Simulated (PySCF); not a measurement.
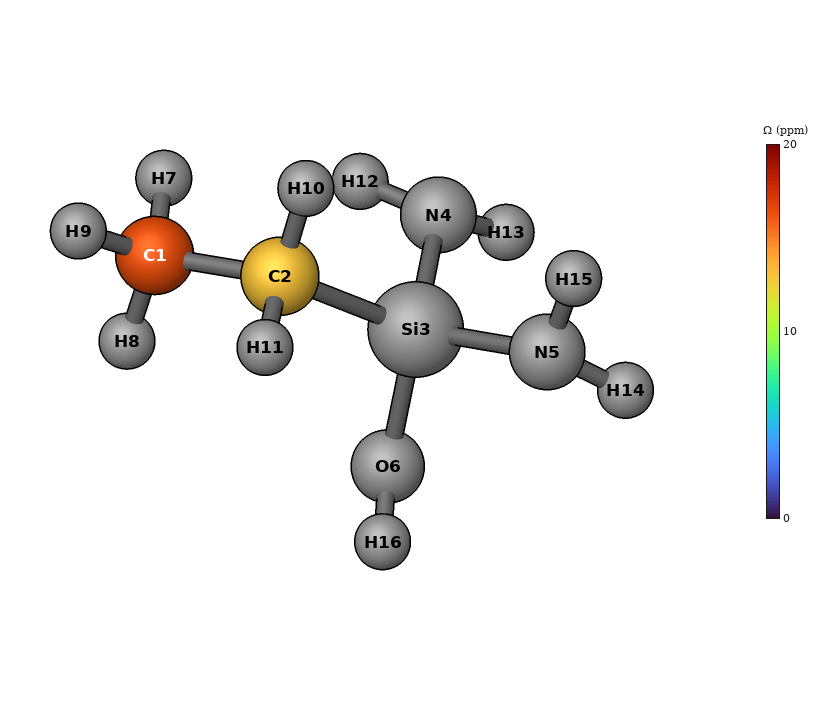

The C atoms are coloured by the span of their shielding tensor. Computed geometry: GFN2-xTB optimisation. No frequency run is at hand to confirm it as a minimum. Method: GIAO PBE0/pcSseg-1 NMR shielding, non-relativistic, gas phase (PySCF 2.14.0). Principal shieldings σ11 ≤ σ22 ≤ σ33, span Ω = σ33 − σ11, skew κ = 3(σiso − σ22)/Ω.

Which C atom has the most anisotropic shielding?

C1, with a span of 16 ppm.

Give the shielding tensors of the C atoms.

```csv
atom,σ11,σ22,σ33,σiso,Ω,κ
C1,171.4,174.6,187.7,177.9,16.3,0.61
C2,170.6,175.5,183.6,176.5,13.0,0.25
```

Shieldings and span in ppm.

The geometry is semi-empirical. Around Si such bond lengths and angles can be off by a tenth of an ångström or more and by several degrees, and values that hang on the shape move with them.
